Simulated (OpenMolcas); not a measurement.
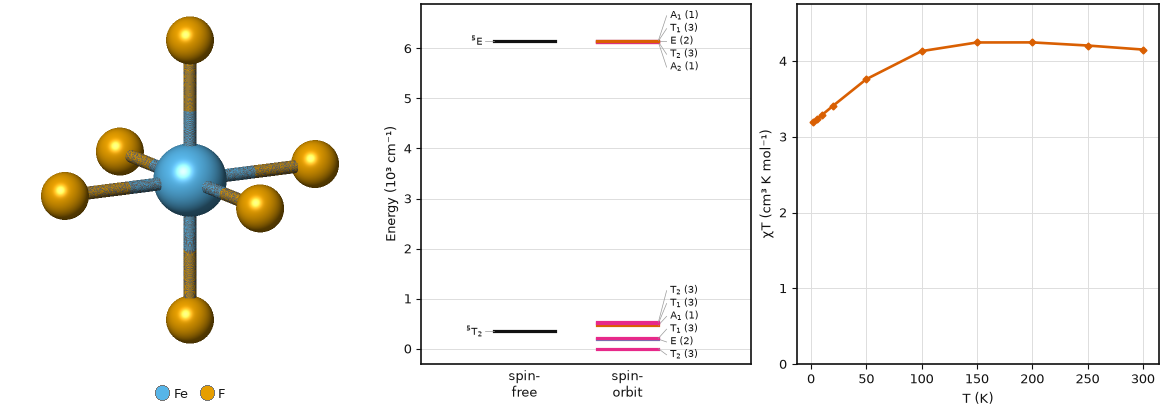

Fe²⁺ (3d⁶) as a dopant in KZnF₃, a cluster with its 6 nearest F⁻ at 2.204 Å (octahedron) embedded in model potentials and point charges; the geometry was set, not optimised, and its levels and susceptibility. Labels give the representation in O, Td, D4 or D3 as the site allows (double group for half-integer spin) where it could be assigned and, in brackets, the degeneracy; spin-free states, where drawn, share the zero of the spin-orbit levels. The calculation used state-averaged CASSCF, active space 6 electrons in the shell 3d, basis ANO-RCC-VDZP on all atoms, DKH2 scalar Hamiltonian, spin-orbit coupling by RASSI with atomic mean-field integrals (OpenMolcas). Powder susceptibility by Van Vleck's formula.

### Give the ground level, the first gap and the ligand-field bands.

The ground level is T₂, 3-fold degenerate, 100 % from states of spin multiplicity 5. The next level lies at 191 cm⁻¹ (E). The lowest spin-free state is ⁵T₂, from the free-ion D term; of the same spin there follows at 5,800 cm⁻¹ (⁵E) above it. A ligand-field fit to the spin-free states gives |10Dq| = 5,320 cm⁻¹, B = 1,160 and C = 4,280 cm⁻¹ (rms misfit 90 cm⁻¹). χT is 3.19 cm³ K mol⁻¹ at 2 K and 4.15 at 300 K, an effective moment of 5.76 μB. The active orbitals hold 96 to 99 % metal character (Löwdin), and the Mulliken charge of the metal is +1.59.

Known limits: small active space favours high spin, ground spin may be wrong; the geometry is set by hand, with no relaxation and no charge compensation.
